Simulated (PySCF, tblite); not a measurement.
# C₉H₆O₂: excited states

Aim: compute the excited states of C₉H₆O₂ (`O=CC1=CC2=CC(O)=CC2=C1`).

Computed with tblite 0.8.0 and PySCF 2.14.0 and routines of our own; the level stands in each step. Atoms count from 0.

## 1. The system as given

17 atoms, charge 0, multiplicity 1; geometry from: force field or distance geometry start.

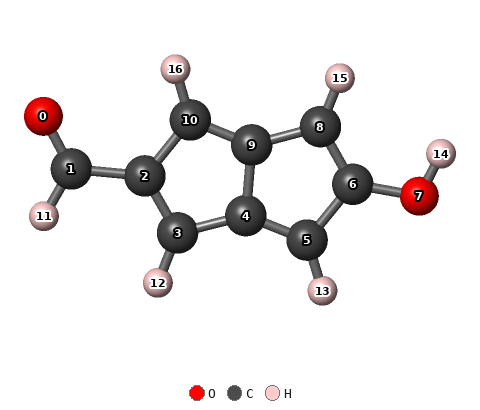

The starting geometry (oxygen red, carbon dark grey, hydrogen pink).

## 2. Optimising the geometry with GFN2-xTB

What the job is given:

```
{"job": {"kind": "relax", "xc": "GFN2-xTB", "basis": "xTB"}, "charge": 0, "multiplicity": 1}
O     -3.850200     0.912100    -0.831600
C     -3.307800     0.155300    -0.060500
C     -1.829000     0.040000     0.056700
C     -1.192700    -0.779600     0.892600
C      0.190000    -0.547500     0.656300
C      1.414600    -0.915700     1.019500
C      2.358100    -0.130300     0.214800
O      3.695500    -0.310500     0.403800
C      1.729500     0.697600    -0.631800
C      0.337100     0.457800    -0.375700
C     -0.890500     0.824800    -0.753400
H     -3.879600    -0.509700     0.625900
H     -1.609100    -1.479600     1.623000
H      1.705400    -1.642500     1.762200
H      4.150300     0.289500    -0.210300
H      2.140400     1.392800    -1.329400
H     -1.169200     1.557400    -1.492100
```

On the command line:

```bash
OMP_NUM_THREADS=1 python excited_run.py task.json out
```

This one command runs all jobs of the session in turn.

Standard output:

```text
step      E/eV     max force
  0    -825.87267    3.070
  1    -825.98081    1.469
  2    -826.01536    0.395
  3    -826.02976    0.340
  4    -826.04197    0.306
  5    -826.04913    0.215
  6    -826.05432    0.155
  7    -826.05762    0.190
  8    -826.05908    0.157
  9    -826.05974    0.061
 10    -826.06013    0.050
 11    -826.06049    0.065
 12    -826.06081    0.057
 13    -826.06103    0.038
 14    -826.06115    0.026
 15    -826.06122    0.023
 16    -826.06127    0.018
 17    -826.06133    0.021
 18    -826.06137    0.016
 19    -826.06141    0.017
 20    -826.06143    0.015
 21    -826.06146    0.014
 22    -826.06149    0.015
 23    -826.06151    0.010
 24    -826.06152    0.006
```

Wall time 0.24 s (1 thread of AMD EPYC 7R43, shared host).

The steps of the relaxation:

```csv
step,energy from step 0 (eV),largest force (eV/Å)
0,0.0000,3.0697
1,-0.1081,1.4693
2,-0.1427,0.3951
3,-0.1571,0.3398
4,-0.1693,0.3062
5,-0.1765,0.2151
6,-0.1816,0.1553
7,-0.1850,0.1903
8,-0.1864,0.1566
9,-0.1871,0.0613
10,-0.1875,0.0504
11,-0.1878,0.0648
12,-0.1881,0.0574
13,-0.1884,0.0379
14,-0.1885,0.0261
15,-0.1886,0.0231
16,-0.1886,0.0181
17,-0.1887,0.0207
18,-0.1887,0.0164
19,-0.1887,0.0171
20,-0.1888,0.0154
21,-0.1888,0.0145
22,-0.1888,0.0152
23,-0.1888,0.0104
24,-0.1889,0.0064
```

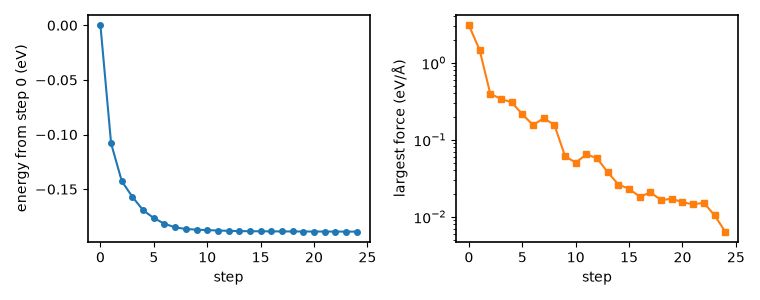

Energy and force, step by step.

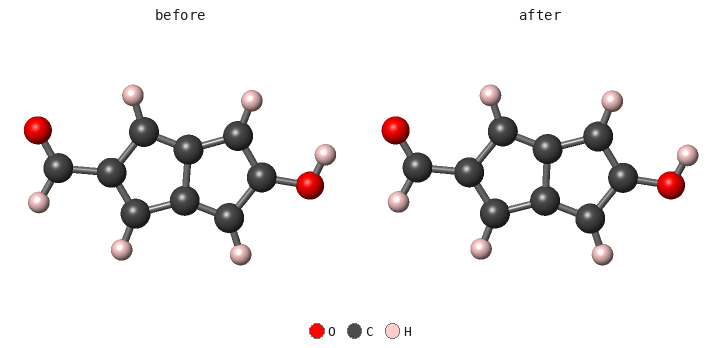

Before and after, at one scale.

Close pairs (by a distance rule), those that changed most:

```csv
bond,before (Å),after (Å),change (Å)
C1–C2,1.488,1.446,-0.042
C2–C3,1.332,1.362,+0.030
C3–C4,1.422,1.446,+0.025
C2–C10,1.467,1.491,+0.024
C4–C5,1.329,1.351,+0.022
C3–H12,1.094,1.074,-0.020
C8–C9,1.436,1.455,+0.019
C4–C9,1.448,1.463,+0.015
```

The end geometry stands in the next job.

## 3. Harmonic vibrations with GFN2-xTB

What the job is given:

```
{"job": {"kind": "ir", "xc": "GFN2-xTB", "basis": "xTB"}, "charge": 0, "multiplicity": 1}
O     -3.905978     0.909581    -0.829053
C     -3.324066     0.168221    -0.070035
C     -1.888407     0.047356     0.050441
C     -1.203913    -0.776561     0.891697
C      0.205661    -0.551478     0.657655
C      1.448832    -0.924697     1.033315
C      2.399031    -0.138153     0.227236
O      3.726942    -0.309973     0.398896
C      1.736803     0.689148    -0.615755
C      0.317464     0.468408    -0.385350
C     -0.918287     0.837115    -0.760692
H     -3.883670    -0.500046     0.615938
H     -1.620133    -1.467702     1.600787
H      1.762057    -1.645097     1.766305
H      4.215437     0.272205    -0.194712
H      2.158176     1.379079    -1.321593
H     -1.232947     1.554624    -1.495154
```

Standard output:

```text
mode    cm-1     km/mol
  1      64.0      1.70
  2     144.4     10.64
  3     144.7     10.33
  4     188.7      0.73
  5     249.0      1.25
  6     304.3      4.12
  7     394.6      0.97
  8     419.8      0.68
  9     441.6    179.68
 10     487.9     21.40
 11     515.6      0.61
 12     574.5     13.35
 13     601.8     10.85
 14     658.1      0.00
 15     700.0      0.22
 16     707.4     39.93
 17     753.8     21.04
 18     801.5      2.15
 19     821.7     18.90
 20     851.7      0.14
 21     875.7      1.64
 22     909.2      7.96
 23     911.1      1.01
 24     924.8     23.02
 25    1084.8     14.57
 26    1090.8     51.30
 27    1119.9     57.63
 28    1129.4     74.69
 29    1164.1     19.33
 30    1199.4    201.85
 31    1271.3     57.73
 32    1288.2      2.45
 33    1330.9      2.23
 34    1370.6      2.88
 35    1532.0    639.87
 36    1584.1    263.99
 37    1636.6     34.24
 38    1655.2      8.43
 39    1711.9    440.21
 40    2745.6    165.32
 41    3142.8      8.72
 42    3144.1     12.68
 43    3151.8      1.18
 44    3152.6     27.90
 45    3527.8     29.88
```

Wall time 0.9 s (1 thread of AMD EPYC 7R43, shared host).

The strongest bands and the atoms that carry them (share of the mass-weighted mode):

```csv
cm⁻¹,km/mol,atoms
442,179.7,H14 83 %
1129,74.7,"H14 25 %, C8 16 %, H13 13 %, C9 12 %"
1199,201.8,"C8 26 %, H15 21 %, O7 10 %"
1271,57.7,"C2 50 %, C1 11 %, C4 10 %"
1532,639.9,"C2 39 %, C3 31 %, C4 11 %"
1584,264.0,"C6 28 %, C4 21 %, C8 15 %, C2 15 %"
1712,440.2,"C1 58 %, O0 36 %"
2746,165.3,H11 94 %
```

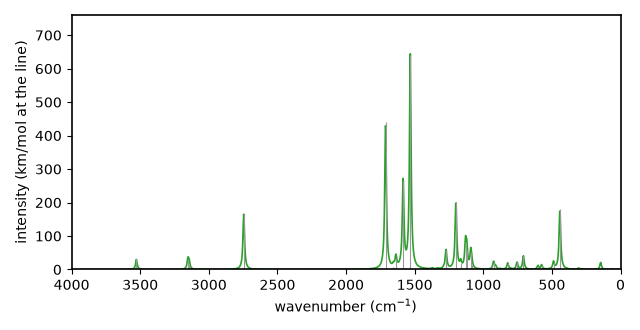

The infrared spectrum from these modes, unscaled. Lines are broadened to a width of 14 cm⁻¹ (Lorentzian).

## 4. Excited states: TDA CAM-B3LYP/def2-SVP

The job, as its differences from that of step 3:

```diff
@@ -1,2 +1,2 @@
-{"job": {"kind": "ir", "xc": "GFN2-xTB", "basis": "xTB"}, "charge": 0, "multiplicity": 1}
+{"job": {"kind": "states", "xc": "CAM-B3LYP", "basis": "def2-SVP", "tda": true, "soc": true, "nstates": 6, "ntriplets": 5, "nquad": 4}, "charge": 0, "multiplicity": 1}
 O     -3.905978     0.909581    -0.829053
```

With the program's defaults for keys left out, this is: TDA CAM-B3LYP/def2-SVP excited states, vertical, gas phase, spin-orbit mean-field couplings.

Standard output:

```text
coarse grid: 15672 points
cycle   1  E = -495.9867300358  dE =  2.714e+00  |g| = 9.757e-01  |ddm| = 5.379e+00
cycle   2  E = -495.6675474443  dE =  3.192e-01  |g| = 1.628e+00  |ddm| = 4.050e+00
cycle   3  E = -496.1928158544  dE = -5.253e-01  |g| = 1.668e-01  |ddm| = 2.986e+00
cycle   4  E = -496.1977288616  dE = -4.913e-03  |g| = 9.993e-02  |ddm| = 2.909e-01
cycle   5  E = -496.1999231608  dE = -2.194e-03  |g| = 2.055e-02  |ddm| = 1.336e-01
cycle   6  E = -496.2001054141  dE = -1.823e-04  |g| = 9.279e-03  |ddm| = 4.055e-02
cycle   7  E = -496.2001715341  dE = -6.612e-05  |g| = 4.865e-03  |ddm| = 2.593e-02
cycle   8  E = -496.2002040904  dE = -3.256e-05  |g| = 2.755e-03  |ddm| = 2.123e-02
cycle   9  E = -496.2002149274  dE = -1.084e-05  |g| = 1.163e-03  |ddm| = 1.302e-02
cycle  10  E = -496.2002171663  dE = -2.239e-06  |g| = 8.944e-04  |ddm| = 6.233e-03
final grid: 155520 points
cycle  11  E = -496.3097293736  dE = -3.951e-05  |g| = 3.263e-03  |ddm| = 2.911e-02
cycle  12  E = -496.3097285869  dE =  7.867e-07  |g| = 4.024e-03  |ddm| = 9.133e-03
cycle  13  E = -496.3097322036  dE = -3.617e-06  |g| = 8.131e-04  |ddm| = 5.427e-03
cycle  14  E = -496.3097323555  dE = -1.519e-07  |g| = 2.016e-04  |ddm| = 1.068e-03
cycle  15  E = -496.3097323755  dE = -1.999e-08  |g| = 1.028e-04  |ddm| = 4.968e-04
cycle  16  E = -496.3097323821  dE = -6.557e-09  |g| = 4.660e-05  |ddm| = 2.135e-04
cycle  17  E = -496.3097323863  dE = -4.240e-09  |g| = 2.985e-05  |ddm| = 2.354e-04
cycle  18  E = -496.3097323878  dE = -1.463e-09  |g| = 6.930e-06  |ddm| = 1.977e-04
cycle  19  E = -496.3097323878  dE = -3.479e-11  |g| = 4.886e-06  |ddm| = 2.188e-05
converged SCF energy = -496.3097323878

Singlet excitations
state   eV       nm        f     d(h-e)  d(exc)  Lambda  PR(NTO)  |dmu|/D   mu/D   main configurations
  1   1.6954   731.3   0.00238   0.608   3.187   0.760   1.018    1.901    5.163   H->L 0.97
  2   3.3743   367.4   0.00004   2.168   3.492   0.327   1.010    5.507    1.748   H-1->L 0.78, H-1->L+1 0.20
  3   4.1419   299.3   0.05892   0.623   2.941   0.796   1.369    1.665    5.137   H-2->L 0.80, H->L+1 0.11
  4   4.7538   260.8   0.03158   0.714   3.947   0.754   1.988    1.983    5.596   H-3->L 0.54, H->L+1 0.40
  5   5.1237   242.0   0.00029   1.724   3.410   0.430   1.343                     H-1->L+1 0.58, H-4->L 0.20, H-1->L 0.15
  6   5.3809   230.4   0.00002   0.538   3.091   0.492   1.270                     H-4->L 0.73, H-1->L+1 0.14

Triplet excitations (Tamm-Dancoff)
state   eV     d(h-e)  d(exc)  Lambda  PR(NTO)   main configurations
  1   0.7350   0.407   3.019   0.760   1.055   H->L 0.95
  2   2.2685   0.197   2.696   0.806   1.051   H-2->L 0.94
  3   2.9411   1.782   3.181   0.344   1.011   H-1->L 0.66, H-1->L+1 0.31
  4   2.9840   0.473   2.792   0.752   1.997   H-3->L 0.51, H->L+1 0.39
  5   4.2413   1.218   3.651   0.734   1.991   H->L+1 0.44, H-3->L 0.38
S1 - T1 = 0.9605 eV

Spin-orbit couplings |<S|Hso|T>| (cm-1)
             T1       T2       T3       T4       T5
S0        0.007    0.010   45.590    0.230    0.009
S1        0.001    0.004    7.110    0.036    0.030
S2        9.225    1.592    0.315   14.473    1.565
S3        0.012    0.003    1.373    0.006    0.005
S4        0.017    0.007    4.195    0.015    0.005
S5        2.745    0.965    0.841    5.844    8.958
S6        1.781    4.192    2.199    2.493    7.945
T1 sublevels (cm-1): 0.000 0.000 0.000   radiative rates (1/s): 3.05e-05 0.000266 2.33e-07
```

It took 63 s on 1 thread of AMD EPYC 7R43, shared host; peak memory 0.92 GiB.

From this job:

```csv
quantity,value
S1 less T1,0.96 eV
```

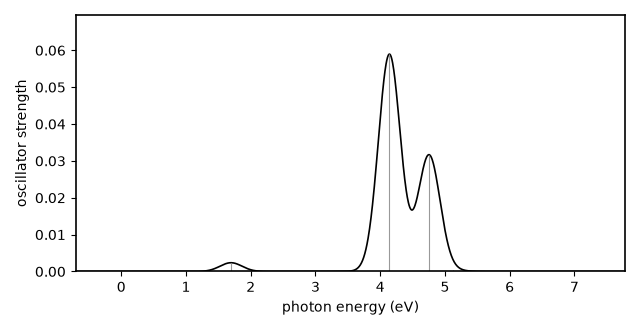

Absorption lines of the singlets. Lines are broadened to a width of 0.40 eV (Gaussian).

The fields below are evaluated on a grid from the run's orbitals.

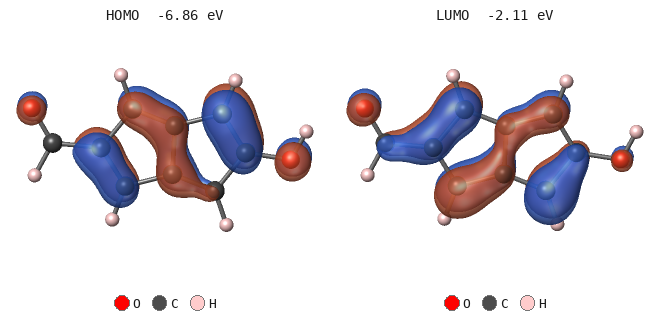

Frontier orbitals at CAM-B3LYP/def2-SVP; each surface holds 70 % of the orbital's density, blue and red mark the sign.

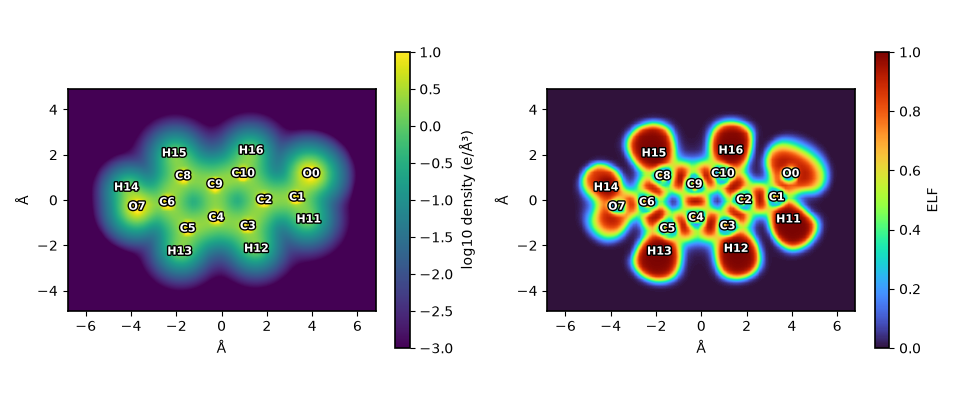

Density (left) and ELF (right) in a plane through or near 17 of the atoms.

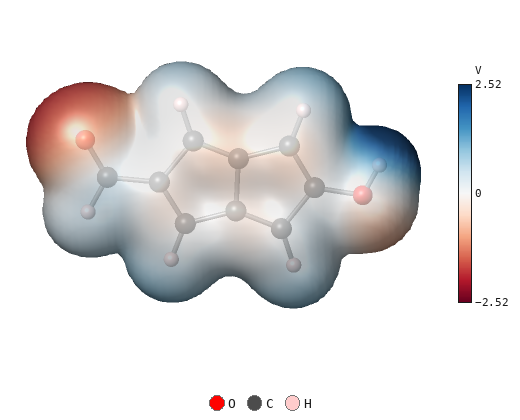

Electrostatic potential on the surface of density 0.002 e/bohr³; red is low, blue high. It runs from -1.75 V near O0 to 2.52 V near H14.

## 5. Summary of results

| quantity | value |
| --- | --- |
| strongest single infrared mode (GFN2-xTB) | 1532 cm⁻¹, 640 km/mol |
| zero-point energy (GFN2-xTB) | 75.0 kcal/mol |
| S1 less T1 (step 4, TDA CAM-B3LYP/def2-SVP) | 0.96 eV |
| potential on the surface of density 0.002 e/bohr³, 1st and 99th percentile | -1.75 V and 2.52 V |

In words: No mode is imaginary among the 45: a minimum at this level. The strongest single mode, at 1532 cm⁻¹, is carried by C2, C3, C4. GFN2-xTB is a fitted tight-binding method: band positions and strengths are rough. Its intensities can rank the bands wrongly. In step 4, the number of triplets below S1 is 1, and the largest singlet-triplet spin-orbit coupling is S0–T3, 45.59 cm⁻¹. By nearest atom (CAM-B3LYP/def2-SVP), the HOMO sits on C8 19 %; C6 14 % and the LUMO on C5 19 %; C3 15 %.
